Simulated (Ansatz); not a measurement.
# Be4Bi2O (built on the sites of a database entry of Ca4Bi2O): a soft mode frozen in, part 3 of 3

Which phase does Be4Bi2O (built on the sites of a database entry of Ca4Bi2O) fall into along its unstable mode, and how much energy does it gain?

Ansatz 0.2.0; DFT PBEsol, scalar-relativistic, plane waves, PAW.

So far. Step 4 (The mode frozen in, largest atomic shift 0.32 Å): The run ends at a pressure of 3.25 GPa, with forces up to 0.83 eV/Å. Step 5 (Energy along the mode, all amplitudes (two of the runs …): The lowest of the steps tried is at 0.32 Å, 71.7 meV/atom below the parent; the bottom of the well need not coincide with a step.

The structure was built from a prototype and need not be the compound's stable phase.

### Step 6. Relaxation from the frozen mode (continued)

Step by step:

```csv
step,energy less that of the first step (eV),largest force component (eV/Å),pressure (GPa),volume (Å³)
1,0.0000,0.7976,3.25,206.22
2,-0.5064,0.4659,0.02,220.07
3,-0.9536,0.4511,-0.33,221.14
4,-1.5348,0.3272,-1.27,218.95
5,-1.7480,0.5736,1.40,214.10
6,-1.7803,0.3221,-0.05,212.35
7,-1.8448,0.1367,-0.39,214.76
8,-1.8606,0.0493,0.80,210.55
9,-1.8686,0.0558,0.03,212.23
10,-1.8678,0.0609,-0.18,212.93
11,-1.8699,0.0344,-0.05,212.47
12,-1.8705,0.0085,-0.01,212.42
13,-1.8706,0.0046,-0.02,212.47
14,-1.8706,0.0022,0.00,212.45
15,-1.8706,0.0012,-0.01,212.49
16*,-1.9004,0.0027,0.18,212.49
17,-1.9012,0.0051,0.06,212.80
18,-1.9011,0.0027,0.00,212.96
19,-1.9011,0.0006,0.00,212.96
20*,-1.9015,0.0006,0.00,212.96
```

Relaxation steps marked * repeat the geometry before them on a plane-wave basis chosen anew for their cell, so energy and pressure can jump there. Relaxation step 10 was tried and not accepted.

The run keeps the 8 symmetry operations that it works with, so distortions that break them were not tested.

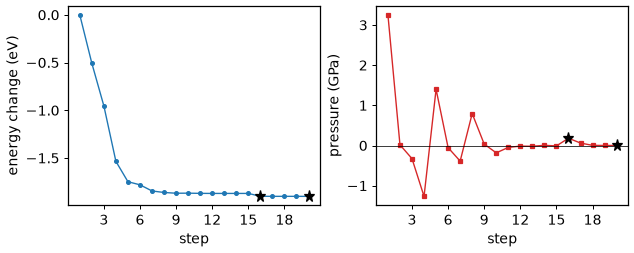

Energy and pressure along the relaxation. Stars mark steps on a basis chosen anew.

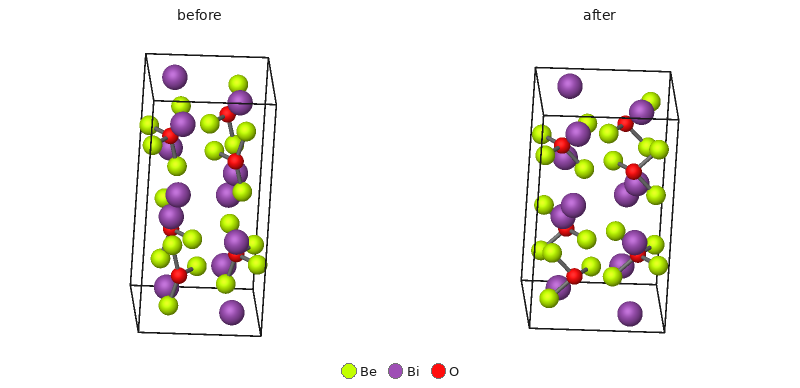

The structure before and after the relaxation, drawn at the same scale.

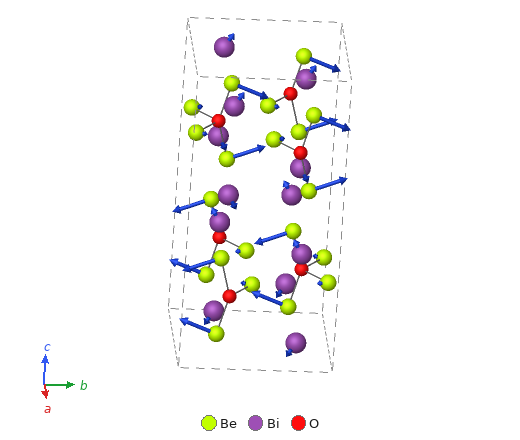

Displacements in the relaxation, exaggerated, measured against the changing cell; the longest in the cell stands for 0.69 Å. Some periodic images of atoms are drawn too.

```csv
"conventional cell, symmetrised",before,after,change
a (Å),5.871,5.986,+2.0 %
b (Å),5.871,6.471,+10.2 %
c (Å),11.965,10.995,-8.1 %
volume (Å³/atom),14.73,15.21,+3.3 %
```

The atoms that moved most (Å, as changes of fractional coordinates times the final cell):

```csv
atom,dx,dy,dz,length
Be2,0.456,0.456,0.254,0.693
Be6,0.456,0.456,-0.254,0.693
Be1,-0.456,-0.456,0.254,0.693
Be5,-0.456,-0.456,-0.254,0.693
Bi11,0.068,0.068,-0.166,0.192
Bi10,0.068,0.068,0.166,0.192
Bi12,-0.068,-0.068,-0.166,0.192
Bi9,-0.068,-0.068,0.166,0.192
```

The relaxed structure:

```cif
data_structure
_symmetry_space_group_name_H-M 'P 1'
_symmetry_Int_Tables_number 1
_cell_length_a 4.4076
_cell_length_b 4.4076
_cell_length_c 10.9951
_cell_angle_alpha 90.000
_cell_angle_beta 90.000
_cell_angle_gamma 85.541
_cell_volume 212.96
loop_
_atom_site_label
_atom_site_type_symbol
_atom_site_fract_x
_atom_site_fract_y
_atom_site_fract_z
_atom_site_occupancy
Be1 Be 0.61945 0.61945 0.10697 1
Be2 Be 0.88055 0.88055 0.60697 1
Be3 Be 0.52379 0.08736 0.00000 1
Be4 Be 0.97621 0.41264 0.50000 1
Be5 Be 0.61945 0.61945 0.89303 1
Be6 Be 0.88055 0.88055 0.39303 1
Be7 Be 0.08736 0.52379 0.00000 1
Be8 Be 0.41264 0.97621 0.50000 1
Bi9 Bi 0.01429 0.01429 0.83251 1
Bi10 Bi 0.48571 0.48571 0.33251 1
Bi11 Bi 0.48571 0.48571 0.66749 1
Bi12 Bi 0.01429 0.01429 0.16749 1
O13 O 0.44327 0.44327 0.00000 1
O14 O 0.05673 0.05673 0.50000 1
```

Numbers from this step:

| Quantity | Value |
| --- | --- |
| pressure | 0.001862 GPa |
| volume per atom | 15.21 Å³ |

The distorted start has space group Cmcm; the relaxation ends in Cmcm.

### Step 7. What came out

```yaml
unstable_mode_of_the_parent: q = (-0.5, -0.5, -0.5), 443i cm⁻¹
depth_at_the_lowest_point_sampled: 71.7 meV/atom
largest_atomic_shift_at_that_point: 0.32 Å
space_group_reached_within_0p01_a: Cmcm
energy_gained_over_the_parent_first_relaxation_on_the_mesh_of_the_frozen_mode: 207 meV/atom
volume_per_atom_phase_reached: 15.2 Å³
```

**Reading.** Along this mode the structure falls into Cmcm, 207 meV/atom below the parent. At the parent's cell the well is 71.69 meV/atom deep on the steps tried, with its lowest point at a shift of 0.32 Å. Relaxing atoms and cell changes the gain by +135.76 meV/atom against the lowest step (energies at zero smearing). Most of the total comes from this relaxation. The modes of the phase reached were not computed on this path. Of the 5 patterns followed to their end from this parent, this one ends 45.8 meV/atom above the lowest, P2_1/m. Each path keeps the symmetry of its pattern, so a lower phase may lie along a pattern not tried. The q mesh stands for a supercell only 8.3 Å across, so branches between the solved wavevectors are rough. With no gap, or one that is small against the smearing, the frequencies hang on the k mesh and the smearing, most of all near Kohn anomalies. Spin-orbit coupling is left out, which can matter for the heavy elements here. A phonon run warned that its eigensolver left some bands unconverged in a pass. The starting cell was built on a prototype and not taken from a measurement, so the phase need not exist.

[Logs are printed without paths, hosts, clocks, repeated set-up lines and the standing remarks that a program may print on its own settings, such as how far it seeks lower states.]

[Hosts, paths, dates, database ids (printed as entryN), source tags and the programs' standing remarks are cut or masked in the printed files.]
